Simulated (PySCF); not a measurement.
SMILES C(CCC)C[C]=O (C6H11O), doublet at its GFN2-xTB optimised geometry (Å):

```
18

C     -0.2454     2.4774    -1.1776
C      0.2666     1.0425    -1.1878
C     -0.2637     0.2441     0.0000
C      0.2430    -1.1962     0.0000
C     -0.2623    -1.9582     1.2249
C      0.2123    -1.3624     2.5009
O     -0.1569    -1.4832     3.6266
H      0.0654     2.9859    -0.2677
H      0.1441     3.0294    -2.0298
H     -1.3321     2.4956    -1.2248
H     -0.0391     0.5542    -2.1163
H      1.3585     1.0468    -1.1604
H     -1.3563     0.2452    -0.0239
H      0.0474     0.7244     0.9315
H      1.3345    -1.1962     0.0000
H     -0.0931    -1.7055    -0.9057
H     -1.3585    -1.9956     1.2259
H      0.1140    -2.9859     1.2131
```

Method: unrestricted PBE0/def2-SVP (PySCF). Cells within 0.4 Å of a nucleus heavier than hydrogen are left out (blank, or x).

Map of the electrostatic potential (hartree/e), clipped to [-0.08, 0.12] on the plane z = 1.5 Å:

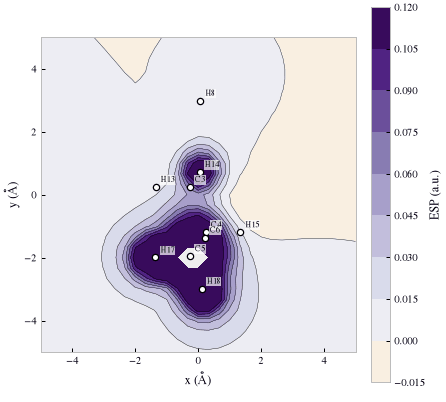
Figure: Electrostatic potential (hartree/e), clipped to [-0.08, 0.12] on the plane z = 1.5 Å.
